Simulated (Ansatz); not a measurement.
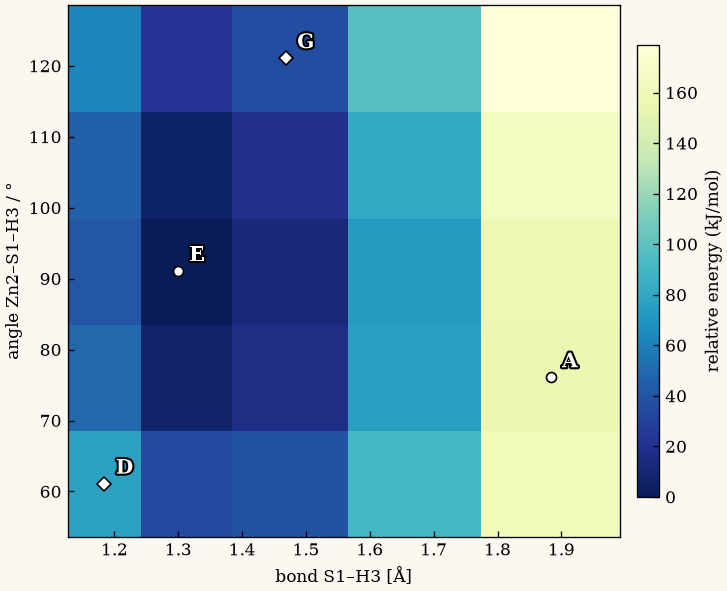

HSZn, SMILES [SH][Zn], spin multiplicity 2. 
- Two internal coordinates are moved rigidly from the geometry relaxed at PBE0-D4/def2-TZVP, all others fixed.
- The first coordinate is: bond S1–H3; the second: angle Zn2–S1–H3.
- The scan uses a 5 × 5 grid.
- Points are written as (first, second).
- Energies: kJ/mol, counted from the lowest grid point.
- All numbers below come from Ansatz 0.2.0, UKS r2SCAN-D4/def2-TZVPP.

Drawn: one coloured cell a grid point, lettered points.

> Is A the lowest point of the computed grid?

No. A lies 155 kJ/mol above the lowest grid point, which is at (1.299 Å, 91°).

> Rank the lettered points by energy, lowest first.

E (0 kJ/mol), G (36 kJ/mol), D (76 kJ/mol), A (155 kJ/mol).
